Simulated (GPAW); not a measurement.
# Surface energy and work function of Pb(111) from slabs of 3 to 12 layers (PBE)

How do energy and work function of Pb(111) films settle with thickness, and what surface energy follows?

Set-up. GPAW 26.7.0, plane waves at 450 eV with PAW setups; symmetric 1×1 slabs cut at the tabulated lattice constant (two decimals; low-temperature values for the alkali metals), atoms at bulk places, 7.5 Å of vacuum on each side, one in-plane mesh for all thicknesses, Fermi-Dirac smearing of 0.1 eV. Energies are extrapolated to zero smearing and count from the program's reference atoms. Functional PBE. The cell's area is 10.610 Å².

The runs, one held back:

```tsv
layers	energy (eV)	work function (eV)
3	−10.9351	3.96
4	−14.8329	3.77
5	−18.5382	3.71
6	−22.3679	3.79
7	−26.1240	3.69
8	−29.9336	3.80
9	−33.7072	3.69
10	−37.4815	3.80
11	−41.2807	3.73
12	?	?
```

Q: What surface energy do these runs give, and what energy and work function should the 12-layer slab have?

**Working.** A slab of n layers has E(n) = nε + 2Aγ once its middle is bulk-like. A line through n = 6 to 11 has the slope ε = −3.7831 eV a layer and the intercept 2Aγ = 0.3409 eV (r.m.s. residual 10.1 meV). So γ = 0.3409 / (2 × 10.610 Å²) = 0.0161 eV/Å² = 0.26 J/m², with a standard error of about 0.02 J/m² from the scatter about the line. For 12 layers: 0.3409 + 12 × (−3.7831) = −45.057 eV; the run gives −45.047 eV, 9.3 meV over the line. The work function has no such law: from 6 to 11 layers it moves between 3.69 and 3.80 eV (mean 3.75), and the 12-layer slab gives 3.76 eV. The thinnest slab, 3 layers, lies +0.21 eV from that mean. The values go up and down with thickness, as expected where levels confined across the film cross the Fermi level one by one.

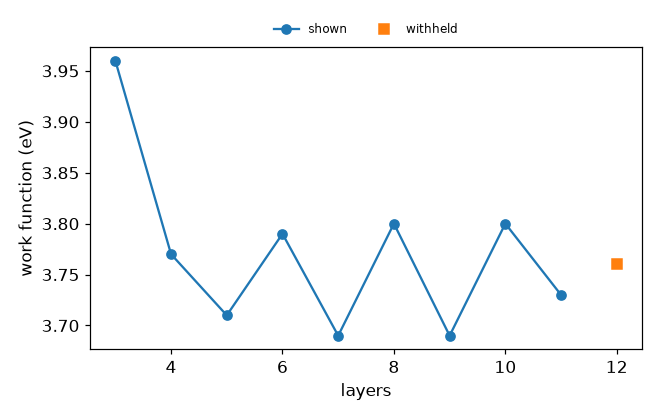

Work function against thickness.

Caveats: The surfaces are unrelaxed, so γ is an upper bound for this functional and lattice constant. The tabulated lattice constant isn't the functional's own, which strains the slab a little. Spin-orbit coupling is left out.

[Logs are printed without paths, hosts, clocks, repeated set-up lines and the standing remarks that a program may print on its own settings, such as how far it seeks lower states.]
